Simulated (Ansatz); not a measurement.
# One shape, several levels: [SiH3]+ (SMILES [SiH3+])

We compute a comparison of 3 runs (B3LYP/aug-cc-pVTZ, BLYP/aug-cc-pVTZ, CCSD/aug-cc-pVTZ) of [SiH3]+. 

The calculation is run with Ansatz 0.2.0.

1 further run of the same task is left out (it didn't finish).

### Step 1. The molecule

The species is [SiH3]+ (4 atoms), meant as a singlet with charge +1. SMILES: `[SiH3+]`. The Si1–H2 distance was set to 3.238 Å, away from the relaxed value. At this shape a bond of the SMILES string is far longer than usual.

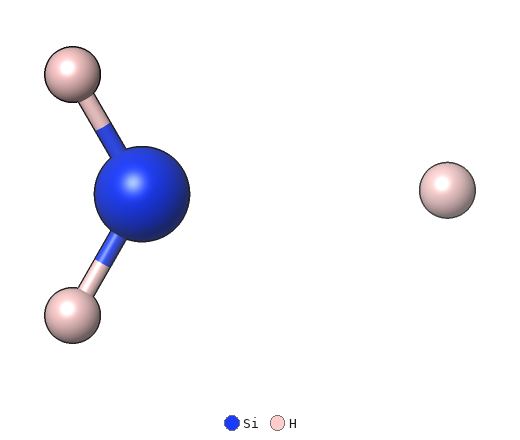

The structure, seen from a chosen angle (silicon blue, hydrogen pink).

### Step 2. The energy at B3LYP/aug-cc-pVTZ (run 1)

run.yaml

```yaml
crystal:
  periodic: [false, false, false]
  atoms:
    - {symbol: Si, position_ang: [-0.824286, -0.810486, -1.335610]}
    - {symbol: H, position_ang: [0.686900, 0.675400, 1.113000]}
    - {symbol: H, position_ang: [-0.942686, -2.277686, -1.345510]}
    - {symbol: H, position_ang: [-1.392786, -0.018786, -2.438710]}
basis:
  gaussian:
    orbitals: aug-cc-pVTZ
total_charge: 1
hamiltonian:
  xc: {name: B3LYP}
accuracy: high
output: {orbitals: {seedname: orbitals}}
```

On the command line:

```sh
$ ansatz run run.yaml --threads 1 --pin off --max-ram 3480MiB --events-out events.jsonl --progress --plain --runs-dir runs
```

The program printed:

```text
Warning: RAYON_NUM_THREADS=1 ignored (pool sized by the plan → 1); use --threads N
Functional definition: B3LYP
  name "B3LYP"
  parameter a0 = 0.2
  parameter ax = 0.72
  parameter ac = 0.81
  exchange = (1 - a0 - ax)*slater_x + ax*b88_x + a0*exact_x
  correlation = (1 - ac)*vwn_rpa_c + ac*lyp_c
1775 factors; integrals over basis functions are off by at most 3.7e-9 eV
mean field evaluation 1: about -7908.2159 eV, gradient 2.1e1 eV
mean field evaluation 2: about -7899.9850 eV, gradient 3.5e1 eV
mean field evaluation 4: about -7911.7560 eV, gradient 1.3e1 eV
mean field evaluation 8: about -7913.0499 eV, gradient 6.3e-1 eV
mean field evaluation 16: about -7913.0525 eV, gradient 3.0e-5 eV
mean field -7913.05249913 eV, -290.7993156835 hartree, gradient 8.0e-8 eV, S^2 0.000000; 0 other end points of the search recorded, 0 dependent functions left out
reference -7913.05253991 eV, -290.7993171820 hartree; 8, 8 occupied and 111, 111 virtual orbitals, 1775 factors
Total energy: -7913.05253991 eV, -290.7993171820 hartree
```

It took 6.3 s on 1 thread of Arm Neoverse V1, shared host; peak memory 0.27 GiB.

### Step 3. A single-point energy at BLYP/aug-cc-pVTZ (run 2)

job.yaml

```yaml
basis:
  gaussian: {orbitals: aug-cc-pVTZ}
crystal:
  periodic: [false, false, false]
  atoms:
    - {symbol: Si, position_ang: [-0.824286, -0.810486, -1.335610]}
    - {symbol: H, position_ang: [0.686900, 0.675400, 1.113000]}
    - {symbol: H, position_ang: [-0.942686, -2.277686, -1.345510]}
    - {symbol: H, position_ang: [-1.392786, -0.018786, -2.438710]}
total_charge: 1
hamiltonian: {xc: {name: BLYP}}
accuracy: high
output: {orbitals: {seedname: orbitals}}
```

On the command line:

```sh
$ ansatz run job.yaml --threads 1 --pin off --max-ram 3480MiB --events-out events.jsonl --progress --plain --runs-dir runs
```

The program printed:

```text
Warning: RAYON_NUM_THREADS=1 ignored (pool sized by the plan → 1); use --threads N
Functional definition: BLYP
  name "BLYP"
  parameter beta = 0.0042
  parameter a = 0.04918
  parameter b = 0.132
  parameter c = 0.2533
  parameter d = 0.349
  exchange = b88_x(beta = beta)
  correlation = lyp_c(a = a, b = b, c = c, d = d)
1775 factors; integrals over basis functions are off by at most 3.7e-9 eV
mean field evaluation 1: about -7906.3747 eV, gradient 2.5e1 eV
mean field evaluation 2: about -7897.1683 eV, gradient 4.0e1 eV
mean field evaluation 4: about -7904.8192 eV, gradient 2.7e1 eV
mean field evaluation 8: about -7911.8452 eV, gradient 8.6e0 eV
mean field evaluation 16: about -7912.6681 eV, gradient 1.8e-8 eV
mean field -7912.66805861 eV, -290.7851877547 hartree, gradient 3.9e-8 eV, S^2 0.000000; 0 other end points of the search recorded, 0 dependent functions left out
reference -7912.66811384 eV, -290.7851897845 hartree; 8, 8 occupied and 111, 111 virtual orbitals, 1775 factors
Total energy: -7912.66811384 eV, -290.7851897845 hartree
```

Wall time 6.3 s (1 thread of Arm Neoverse V1, shared host); peak memory 0.25 GiB.

### Step 4. The energy at CCSD/aug-cc-pVTZ (run 3)

job.yaml

```yaml
crystal:
  periodic: [false, false, false]
  atoms:
    - symbol: Si
      position_ang: [-0.824286, -0.810486, -1.335610]
    - symbol: H
      position_ang: [0.686900, 0.675400, 1.113000]
    - symbol: H
      position_ang: [-0.942686, -2.277686, -1.345510]
    - symbol: H
      position_ang: [-1.392786, -0.018786, -2.438710]
basis:
  gaussian: {orbitals: aug-cc-pVTZ}
accuracy: high
correlation: {method: ccsd, frozen_orbitals: {H: 0, Si: 5}}
total_charge: 1
scf: {omitted_lower_state_checks: [cluster_reference, increment]}
```

On the command line:

```sh
$ ansatz run job.yaml --threads 1 --pin off --max-ram 3480MiB --events-out events.jsonl --progress --plain --runs-dir runs
```

The program printed:

```text
Warning: RAYON_NUM_THREADS=1 ignored (pool sized by the plan → 1); use --threads N
[... 12 lines left out ...]
5 core orbitals not correlated: weight in the atoms' cores, before any rotation towards them, 1.000 or more for the frozen orbitals, at most 0.000 for the correlated occupied ones
[... 28 lines left out ...]
WARN: these amplitudes may be one of several solutions (largest doubles amplitude 0.56, level shift 3.35 eV)
Total energy: -7900.53362536 eV, -290.3392555579 hartree
Checks for a lower state left out: cluster_reference, increment
```

It took 8.7 s on 1 thread of Arm Neoverse V1, shared host; peak memory 0.84 GiB.

### Step 5. All runs side by side

```tsv
run	level	frozen core orbitals	energy (Eh)	HOMO energy (eV)	LUMO energy (eV)	HOMO–LUMO gap (eV)	wall time
1	B3LYP/aug-cc-pVTZ	–	-290.799317	-13.35	-11.05	2.30	6.3 s
2	BLYP/aug-cc-pVTZ	–	-290.785190	-12.62	-11.43	1.19	6.3 s
3	CCSD/aug-cc-pVTZ	5	-290.339256	–	–	–	8.7 s
```

### Step 6. Summary of results

| quantity | value |
| --- | --- |
| run 3: total energy | -290.33926 Eh |
| run 3: correlation energy (5 core orbitals frozen) | -185.3 mEh |
| run 3: T1 diagnostic | 0.060 |

Totals of different functionals can't be ranked against each other. In run 3 the T1 diagnostic is large, so a single reference may not serve. In run 3 the log says that unrestricted orbitals would lower the reference, so the values rest on an unstable closed-shell determinant (other closed-shell runs at this shape may share the fault). All runs together took 21 s, the longest 8.7 s.
